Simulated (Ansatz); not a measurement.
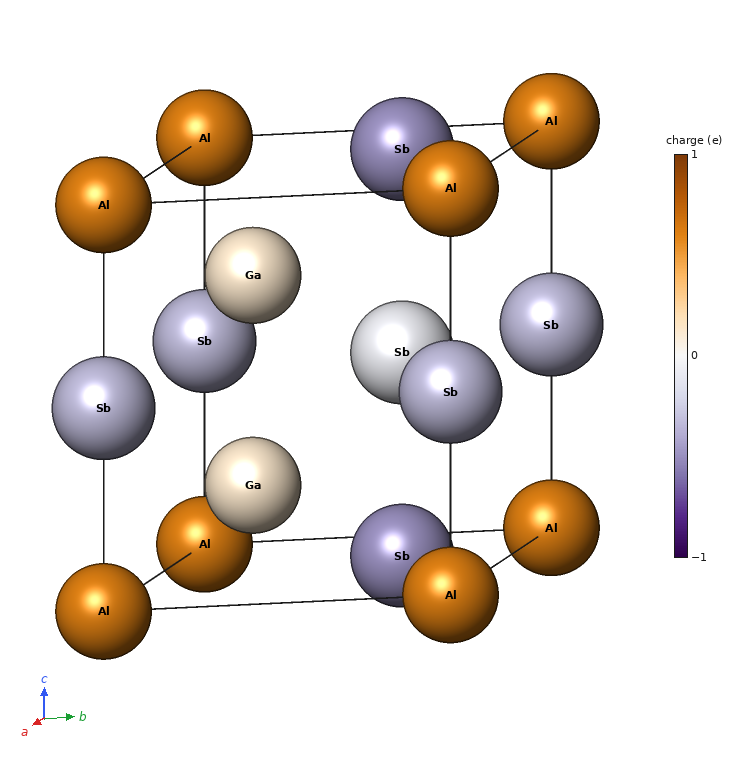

A spheres-only rendering, viewed slightly off an axis. The frame is the simulation cell; atoms at its boundary are shown with their periodic copies. The atoms of this AlGa2Sb3 cell are coloured by their Bader charge.

Level of theory: Ansatz 0.2.0, DFT PBE, scalar-relativistic, plane waves, PAW. Settings were a cutoff energy of 420 eV, 12×12×6 k-points, Gaussian smearing of 0.1 eV, no spin polarisation.

Q: Which element is the most positive, and which the most negative?

A: Most positive: Al; most negative: Sb. Charges: about Al +0.6 e; Ga +0.1 e; Sb -0.5 to -0.1 e.

The cell started as a structure type filled with these elements by a generator (whether the compound takes this form wasn't checked). Earlier steps of the study, as a rule a relaxation of our own, may have changed the cell and positions, so they can lie some per cent off the listed ones. It was run through Ansatz as a DFT input.
